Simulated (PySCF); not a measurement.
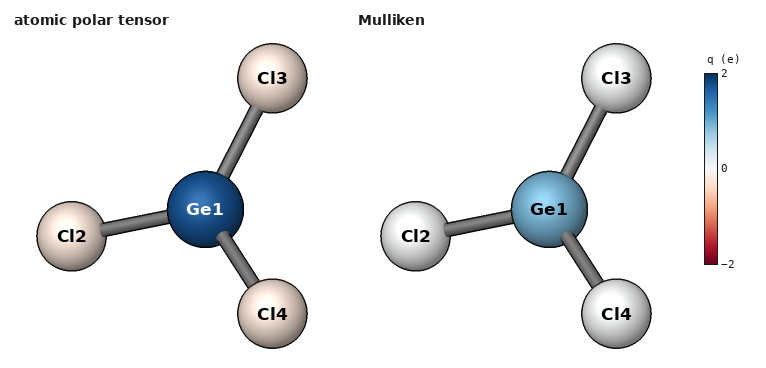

Atomic charges of one calculation by 2 schemes, on one colour scale. The species has charge +1 and is a spin singlet. Computed geometry: PBE0/def2-TZVP optimisation. Computed with PBE0/def2-TZVP (PySCF 2.14.0).

**Which scheme gives the most polar picture (largest mean size of the charges)?**

The atomic polar tensor charges are the largest in size here.

List the charges (e), one line for each set of equivalent atoms.

```csv
atom,atomic polar tensor,Mulliken
Ge1,1.73,0.92
"Cl2, Cl3, Cl4",−0.24,0.03
```
